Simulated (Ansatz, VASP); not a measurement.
# NbSi in two plane-wave programs, part 2 of 2

One calculation is typed for both programs; each brings its own data sets. How far apart do they land? The cell is invented: As first built, before any earlier steps moved the atoms (in the runner's words): it takes the TaC structure with all of its atoms replaced by other elements, volume scaled by an estimate. It may not be a known or stable phase. The cell is taken from a series of VASP runs on this material, whose earlier steps may have relaxed, scaled or displaced it; both programs get it as it stands. Valence electrons are named where the data sets of a main pair hold unlike numbers.

VASP 6.6.1 and Ansatz 0.2.0.

So far: The structure; Ansatz: band structure, HSE03.

**3. VASP: band structure, HSE03**

Level of this step: HSE03; plane waves and PAW (Nb_sv, Si); invented cell (VASP).

The same cell, functional, mesh and smearing now go to VASP, with its own data sets.

Lines of VASP's logs that name or quote its potential files are left out, and so is its time.

The run reads the wave functions of an earlier VASP run, which isn't shown here.

INCAR reads:

```
SYSTEM = NbSi
PREC = Accurate
ENCUT = 400
EDIFF = 1E-06
NELM = 100
ISMEAR = 0
SIGMA = 0.02
LREAL = .FALSE.
ALGO = Normal
LHFCALC = .TRUE.
AEXX = 0.25
GGA = PE
HFSCREEN = 0.3
LASPH = .TRUE.
PRECFOCK = Fast
LORBIT = 11
LWAVE = .FALSE.
LCHARG = .FALSE.
KPAR = 4
```

POSCAR reads:

```
NbSi
1.0
    0.0000000000      2.5712175395      2.5712175395
    2.5712175395      0.0000000000      2.5712175395
    2.5712175395      2.5712175395      0.0000000000
Nb Si
1 1
Direct
    0.0000000000      0.0000000000      0.0000000000
    0.5000000000      0.5000000000      0.5000000000
```

KPOINTS reads:

```
Automatic mesh
0
Gamma
5 5 5
0 0 0
```

KPOINTS_OPT reads:

```
Line mode
10
Line-mode
Reciprocal
  0.00000000   0.00000000   0.00000000 GAMMA
  0.50000000   0.00000000   0.50000000 X

  0.50000000   0.00000000   0.50000000 X
  0.50000000   0.25000000   0.75000000 W

  0.50000000   0.25000000   0.75000000 W
  0.37500000   0.37500000   0.75000000 K

  0.37500000   0.37500000   0.75000000 K
  0.00000000   0.00000000   0.00000000 GAMMA

  0.00000000   0.00000000   0.00000000 GAMMA
  0.50000000   0.50000000   0.50000000 L

  0.50000000   0.50000000   0.50000000 L
  0.62500000   0.25000000   0.62500000 U

  0.62500000   0.25000000   0.62500000 U
  0.50000000   0.25000000   0.75000000 W

  0.50000000   0.25000000   0.75000000 W
  0.50000000   0.50000000   0.50000000 L

  0.50000000   0.50000000   0.50000000 L
  0.37500000   0.37500000   0.75000000 K

  0.62500000   0.25000000   0.62500000 U
  0.50000000   0.00000000   0.50000000 X
```

The projector-augmented-wave data sets are Nb_sv and Si (PBE family, release 64).

Run with:

```bash
mpirun -np 4 vasp_std
```

Numbers of over 12 decimals in the logs are rounded to 6 here.

Log:

```text
[banner, memory and clock lines left out]
running    4 mpi-ranks, on    1 nodes
 distrk:  each k-point on    1 cores,    4 groups
 distr:  one band on    1 cores,    1 groups

 POSCAR found type information on POSCAR NbSi
 POSCAR found :  2 types and       2 ions
 LDA part: xc-table for (Slater+PW92), standard interpolation
 found WAVECAR, reading the header
 POSCAR, INCAR and KPOINTS ok, starting setup
 FFT: planning ... GRIDC
 FFT: planning ... GRID_SOFT
 FFT: planning ... GRID
 reading WAVECAR
 the WAVECAR file was read successfully
 initial charge from wavefunction
 entering main loop
       N       E                     dE             d eps       ncg     rms          rms(c)
DAV:   1    -0.180965517148E+02   -0.18097E+02   -0.42678E-01   352   0.684E+00    0.302E+00
DAV:   2    -0.180854725684E+02    0.11079E-01   -0.25946E-02   332   0.206E+00    0.173E+00
DAV:   3    -0.180844263645E+02    0.10462E-02   -0.12955E-02   364   0.105E+00    0.956E-01
DAV:   4    -0.180845086284E+02   -0.82264E-04   -0.64814E-04   292   0.189E-01    0.547E-01
DAV:   5    -0.180843709173E+02    0.13771E-03   -0.18555E-04   284   0.117E-01    0.305E-01
DAV:   6    -0.180843549616E+02    0.15956E-04   -0.63718E-05   308   0.508E-02    0.167E-01
DAV:   7    -0.180843503051E+02    0.46565E-05   -0.55738E-06   276   0.189E-02    0.939E-02
DAV:   8    -0.180843484362E+02    0.18689E-05   -0.20668E-06   220   0.135E-02    0.525E-02
DAV:   9    -0.180843480741E+02    0.36211E-06   -0.68494E-07   132   0.786E-03
   1 F= -.18084348E+02 E0= -.18083959E+02  d E =-.778888E-03
 Start KPOINTS_OPT (optional k-point list driver)
k-point batch [1-10\100]
       N       E                     dE             ncg
DAV:   1    -0.443817745524E+03   -0.36217E+04      240
DAV:   2    -0.177629342561E+04   -0.13325E+04      300
DAV:   3    -0.185545665214E+04   -0.79163E+02      360
DAV:   4    -0.186089821609E+04   -0.54416E+01      380
DAV:   5    -0.186128346181E+04   -0.38525E+00      392
DAV:   6    -0.186131328994E+04   -0.29828E-01      396
DAV:   7    -0.186131588980E+04   -0.25999E-02      368
DAV:   8    -0.186131616497E+04   -0.27517E-03      368
DAV:   9    -0.186131619733E+04   -0.32363E-04      288
DAV:  10    -0.186131620167E+04   -0.43384E-05      264
DAV:  11    -0.186131620234E+04   -0.67405E-06      212
[...]
k-point batch [91-100\100]
       N       E                     dE             ncg
DAV:   1    -0.555688395967E+03   -0.65874E+04      240
DAV:   2    -0.181277767606E+04   -0.12571E+04      308
DAV:   3    -0.187873399066E+04   -0.65956E+02      392
DAV:   4    -0.188349745716E+04   -0.47635E+01      364
DAV:   5    -0.188385771145E+04   -0.36025E+00      432
DAV:   6    -0.188389263760E+04   -0.34926E-01      404
DAV:   7    -0.188389629106E+04   -0.36535E-02      412
DAV:   8    -0.188389675284E+04   -0.46178E-03      380
DAV:   9    -0.188389681636E+04   -0.63518E-04      360
DAV:  10    -0.188389682537E+04   -0.90131E-05      280
DAV:  11    -0.188389682674E+04   -0.13684E-05      232
DAV:  12    -0.188389682697E+04   -0.22684E-06      232
```

Parts of OUTCAR (step 3):

```text
ion  position               nearest neighbor table
   1  0.000  0.000  0.000-   2 2.57   2 2.57   2 2.57   2 2.57   2 2.57   2 2.57
   2  0.500  0.500  0.500-   1 2.57   1 2.57   1 2.57   1 2.57   1 2.57   1 2.57

  LATTYP: Found a face centered cubic cell.
 ALAT       =     5.1424350790

 Subroutine GETGRP returns: Found 48 space group operations
 (whereof 48 operations were pure point group operations)

The static configuration has the point symmetry O_h .

 Found     10 irreducible k-points:

   k-points           NKPTS =     10   k-points in BZ     NKDIM =    125   number of bands    NBANDS=     12

   dimension x,y,z NGX =    24 NGY =   24 NGZ =   24
   dimension x,y,z NGXF=    48 NGYF=   48 NGZF=   48

   ENCUT  =  400.0 eV  29.40 Ry    5.42 a.u.   5.93  5.93  5.93*2*pi/ulx,y,z

   NELECT =      17.0000    total number of electrons

 k-points in reciprocal lattice and weights: Automatic mesh
   0.00000000  0.00000000  0.00000000       0.008
   0.20000000  0.00000000  0.00000000       0.064
   0.40000000  0.00000000  0.00000000       0.064
   0.20000000  0.20000000  0.00000000       0.048
   0.40000000  0.20000000  0.00000000       0.192
  -0.40000000  0.20000000  0.00000000       0.192
  -0.20000000  0.20000000  0.00000000       0.096
   0.40000000  0.40000000  0.00000000       0.048
  -0.40000000  0.40000000  0.00000000       0.096
  -0.40000000  0.40000000  0.20000000       0.192

  exchange ACFDT corr.  =         0.00000000  see jH, gK, PRB 81, 115126

 average (electrostatic) potential at core
       1 -73.9214       2 -75.1168

 E-fermi :  10.1029

 k-point     1 :       0.0000    0.0000    0.0000
  band No.  band energies     occupation
    ...
      6       8.9728      2.00000
      7       8.9728      2.00000
      8       8.9728      2.00000
      9       9.3922      2.00000
     10       9.3922      2.00000
     11      12.9172      0.00000
     12      12.9172      0.00000

 k-point     2 :       0.2000    0.0000    0.0000
  band No.  band energies     occupation
    ...
      6       7.4680      2.00000
      7       7.9681      2.00000
      8       7.9681      2.00000
      9       9.8003      2.00000
     10       9.8003      2.00000
     11      12.4818      0.00000
     12      15.1839      0.00000

 k-point     3 :       0.4000    0.0000    0.0000
  band No.  band energies     occupation
    ...
      4     -23.4458      2.00000
      5       1.3001      2.00000
      6       4.6012      2.00000
      7       6.7672      2.00000
      8       6.7673      2.00000
      9      11.5074      0.00000
     10      11.5075      0.00000
     11      12.8918      0.00000
     12      15.9169      0.00000

  energy-cutoff  :      400.00
  volume of cell :       34.00
      direct lattice vectors                 reciprocal lattice vectors
     0.000000000  2.571217540  2.571217540    -0.194460403  0.194460403  0.194460403
     2.571217540  0.000000000  2.571217540     0.194460403 -0.194460403  0.194460403
     2.571217540  2.571217540  0.000000000     0.194460403  0.194460403 -0.194460403

 POSITION                                       TOTAL-FORCE (eV/Angst)
 -----------------------------------------------------------------------------------
      0.00000      0.00000      0.00000        -0.000000     -0.000000     -0.000000
      2.57122      2.57122      2.57122         0.000000      0.000000      0.000000
 -----------------------------------------------------------------------------------
    total drift:                                0.000000     -0.000001      0.000002

  FREE ENERGIE OF THE ION-ELECTRON SYSTEM (eV)
  ---------------------------------------------------
  free  energy   TOTEN  =       -18.0843480741 eV

  energy  without entropy=      -18.0835691861  energy(sigma->0) =      -18.08395863

 total charge
# of ion       s       p       d       tot
------------------------------------------
    1        2.134   6.006   2.523  10.663
    2        0.805   0.988   0.000   1.792
--------------------------------------------------
tot          2.939   6.994   2.523  12.456

[... 3 further parts left out ...]
```

This run has no spin polarisation. Its electron count is odd, so without a moment it is a metal by construction. The k-mesh is coarse for exact exchange; levels may shift by about 0.1 eV on a finer one. The k-mesh is coarse for a metal. Spin-orbit coupling is off here; it would split degenerate levels. The PAW data sets were made with PBE, which is usual practice but a small mismatch for other functionals.

**4. Comparison**

Known differences besides the potentials themselves: exact exchange at q = 0 is treated differently, which shows on coarse meshes; VASP keeps PBE cores, Ansatz makes them for the functional; the cutoff is 420 eV in Ansatz and 400 eV in VASP; VASP takes a coarser grid for exact exchange (PRECFOCK = Fast). Total energies have different zeros and are not compared.

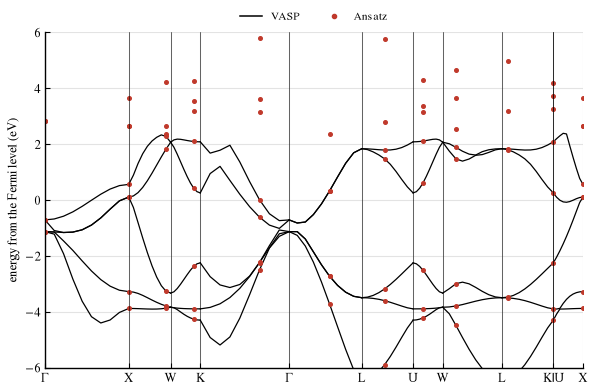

Bands from VASP (lines) and levels from Ansatz (dots). Dots without a line are higher empty bands that the VASP plot leaves out.

Levels from 3 eV below to 2 eV above the Fermi level differ by 3 meV r.m.s. and 8 meV at most; each VASP level is matched to the nearest of Ansatz, which flatters the figure a little.

**5. Summary of results**

```yaml
r_m_s_difference_of_levels_near_the_fermi_level_band_structure_hse03: 3.1 meV
```

**Reading.** The r.m.s. difference of levels near the Fermi level is 3.1 meV (band structure, HSE03), within the 80 meV picked in this series as the mark of a large difference. Such differences can come from data sets, numerical settings and the points named under the comparisons, not from the functional's error against experiment.

[Lines on the potential files, build, host, timing and source positions are cut from VASP's logs without a mark.]

[Logs are printed without paths, hosts, clocks, repeated set-up lines and the standing remarks that a program may print on its own settings, such as how far it seeks lower states.]

[Hosts, paths, dates, database ids (printed as entryN), source tags and the programs' standing remarks are cut or masked in the printed files.]
